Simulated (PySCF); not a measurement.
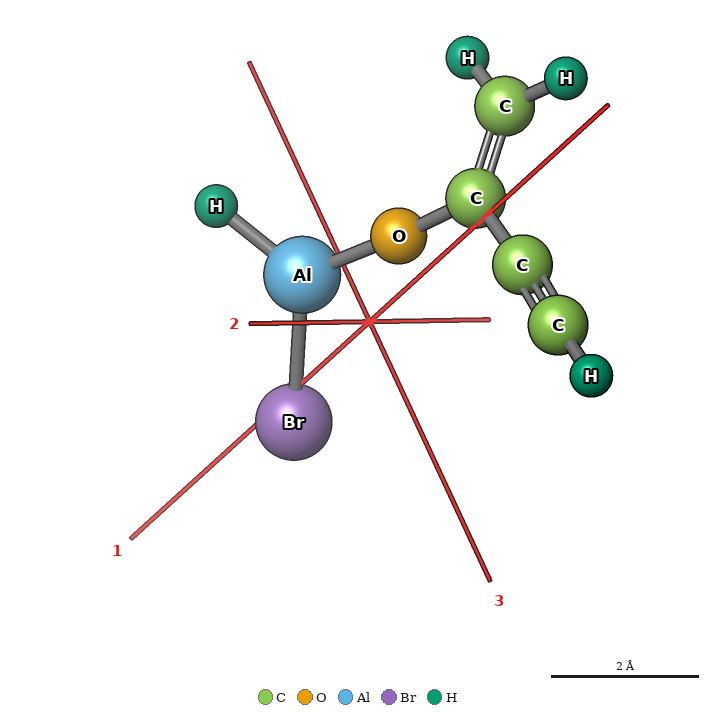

The three principal axes of inertia are drawn and numbered. Atoms fade into the background with distance from the viewer. Computed geometry: GFN2-xTB optimisation. No frequency run is at hand to confirm it as a minimum. Masses are those of the most abundant isotopes; constants are for the rigid equilibrium geometry.

Question: Which line is the a axis (least moment of inertia), which b and which c?

Answer: a is line 1, b is line 3, c is line 2; the moments are 164, 869, 1004 u Å².

Question: Classify the rotor and give the rotational constants (GHz).

Answer: An asymmetric top (C1): A = 3.08, B = 0.581, C = 0.503 GHz. Ray's parameter κ is −0.94, close to the prolate limit.
